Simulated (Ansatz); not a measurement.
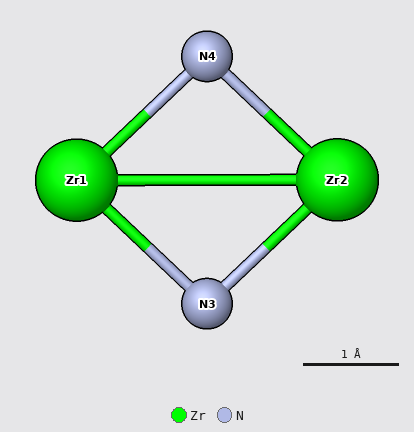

Figure 1. The structure of run 1 (ball-and-stick view, seen on its broad side; atoms are numbered from 1 in the order of the input). Sticks mark near contacts.

## Zr$_{2}$N$_{2}$: a changed input and its effect

System: Zr$_{2}$N$_{2}$, multiplicity 3.
Method of run 1: UKS PBE0-D4/def2-TZVP (Ansatz 0.2.0).

The geometry: PBE0-D4/def2-TZVP start. Text and figures count atoms from 1; the logs count them from 0 in places.

Input file, run 1:
```yaml
crystal:
  periodic: [false, false, false]
  atoms:
    - {symbol: Zr, position_ang: [0.131333, -0.272590, 1.338453]}
    - {symbol: Zr, position_ang: [-0.132005, 0.272957, -1.338311]}
    - {symbol: N, position_ang: [-0.654234, -1.124468, -0.164821]}
    - {symbol: N, position_ang: [0.654906, 1.124092, 0.164679]}
basis:
  gaussian: {orbitals: def2-TZVP}
magnetization: {spin_polarized: true, initial_magnetization: 2}
hamiltonian: {xc: pbe0, dispersion: d4}
scf: {lower_state_search: "off"}
output: {orbitals: {seedname: orbitals}}
relax: {f_tol: 0.02, max_steps: 100}
```

Launched with:
```bash
ansatz run in.yaml --threads 4 --pin off --events-out ev --progress --plain --max-ram 3916MiB
```

Hardware: 4 threads of Arm Neoverse V1, 23 GiB of memory available, shared host.

Output, shortened to warnings, some set-up lines, iterations and results (run 1):
```
[...]
mean field evaluation 1: about -5500.2202 eV, gradient 9.2e1 eV
mean field evaluation 2: about -5226.9849 eV, gradient 1.9e2 eV
mean field evaluation 4: about -5537.1675 eV, gradient 1.5e1 eV
mean field evaluation 8: about -5538.1014 eV, gradient 1.7e-1 eV
mean field evaluation 16: about -5538.1519 eV, gradient 4.0e-3 eV
relax step   1: F+E_penalty+E_count = -5538.29749863 eV  Δ(F+E_penalty+E_count) = +0.000e0 eV  max|allowed force component| = 1.345e0 eV/Å  Δτ_max = 0.0000 Å  (22 SCF iters, …
mean field evaluation 32: about -5538.0120 eV, gradient 1.5e-3 eV
relax step   2: F+E_penalty+E_count = -5538.15765176 eV  Δ(F+E_penalty+E_count) = +1.398e-1 eV  max|allowed force component| = 1.982e0 eV/Å  Δτ_max = 0.0825 Å  (30 SCF iters, …
relax step   3: F+E_penalty+E_count = -5538.33199954 eV  Δ(F+E_penalty+E_count) = -3.450e-2 eV  max|allowed force component| = 1.383e-1 eV/Å  Δτ_max = 0.0261 Å  (24 SCF …
relax step   4: F+E_penalty+E_count = -5538.33272503 eV  Δ(F+E_penalty+E_count) = -7.255e-4 eV  max|allowed force component| = 3.115e-2 eV/Å  Δτ_max = 0.0055 Å  (24 SCF …
relax step   5: F+E_penalty+E_count = -5538.33276459 eV  Δ(F+E_penalty+E_count) = -3.956e-5 eV  max|allowed force component| = 3.875e-4 eV/Å  Δτ_max = 0.0010 Å  (17 SCF …
Total energy: -5538.33280009 eV, -203.5299763863 hartree
Atom 0 at     0.134141    -0.278009     1.364253 Å, force     0.000379    -0.000238    -0.000030 eV/Å
Atom 1 at    -0.134281     0.278083    -1.364223 Å, force     0.000388    -0.000184    -0.000132 eV/Å
Atom 2 at    -0.649285    -1.115365    -0.163449 Å, force    -0.000382     0.000207     0.000100 eV/Å
Atom 3 at     0.649425     1.115282     0.163419 Å, force    -0.000385     0.000216     0.000061 eV/Å
Dipole moment:    -0.000105     0.000058     0.000022 e Å
Checks for a lower state left out: stability, starts, cluster_reference, orbital_swaps, neighbouring_geometries, increment
```

The input of run 2 differs as follows (lines with − go, lines with + come):
```diff
-magnetization: {spin_polarized: true, initial_magnetization: 2}
+total_charge: 1
+magnetization: {spin_polarized: true, initial_magnetization: 1}
```

What does this change do to the results?

The two differ by one electron: with each relaxed, removing it changes the energy by 5.56 eV. The HOMO goes from −4.15 to −9.14 eV. The LUMO goes from −2.10 to −7.01 eV.

Output, shortened to warnings, some set-up lines, iterations and results (run 2):
```
[...]
mean field evaluation 1: about -5476.1339 eV, gradient 1.2e2 eV
mean field evaluation 2: about -5158.3757 eV, gradient 2.2e2 eV
mean field evaluation 4: about -5532.2581 eV, gradient 8.8e0 eV
mean field evaluation 8: about -5532.5819 eV, gradient 1.7e-1 eV
mean field evaluation 16: about -5532.6309 eV, gradient 6.3e-4 eV
relax step   1: F+E_penalty+E_count = -5532.76332426 eV  Δ(F+E_penalty+E_count) = +0.000e0 eV  max|allowed force component| = 4.403e-1 eV/Å  Δτ_max = 0.0000 Å  (21 SCF iters, …
mean field evaluation 32: about -5532.6002 eV, gradient 1.0e-6 eV
relax step   2: F+E_penalty+E_count = -5532.73343090 eV  Δ(F+E_penalty+E_count) = +2.989e-2 eV  max|allowed force component| = 1.048e0 eV/Å  Δτ_max = 0.0415 Å  (25 SCF iters, …
relax step   3: F+E_penalty+E_count = -5532.77263762 eV  Δ(F+E_penalty+E_count) = -9.313e-3 eV  max|allowed force component| = 7.195e-2 eV/Å  Δτ_max = 0.0183 Å  (24 SCF …
relax step   4: F+E_penalty+E_count = -5532.77276570 eV  Δ(F+E_penalty+E_count) = -1.281e-4 eV  max|allowed force component| = 1.428e-3 eV/Å  Δτ_max = 0.0011 Å  (27 SCF …
Total energy: -5532.77280982 eV, -203.3256505129 hartree
Atom 0 at     0.132077    -0.273912     1.344492 Å, force     0.000522    -0.000118    -0.001428 eV/Å
Atom 1 at    -0.132453     0.274115    -1.344413 Å, force     0.000795    -0.000608     0.001151 eV/Å
Atom 2 at    -0.645785    -1.109621    -0.162623 Å, force    -0.000326     0.000925     0.000242 eV/Å
Atom 3 at     0.646160     1.109408     0.162543 Å, force    -0.000990    -0.000199     0.000035 eV/Å
Dipole moment:    -0.000375     0.000207     0.000079 e Å
Checks for a lower state left out: stability, starts, cluster_reference, orbital_swaps, neighbouring_geometries, increment
```

The two runs side by side:

| quantity | run 1 | run 2 |
| --- | --- | --- |
| outcome | converged | converged |
| total energy (hartree) | −203.529976 | −203.325651 |
| HOMO (eV) | −4.15 | −9.14 |
| LUMO (eV) | −2.10 | −7.01 |
| dipole moment (D) | 0.00 | – |
| ⟨S²⟩ | 2.007 | 0.755 |
| largest force (eV/Å) | 0.000 | 0.002 |
| basis functions | 142 | 142 |
| wall time (shared host) | 14 s | 11 s |
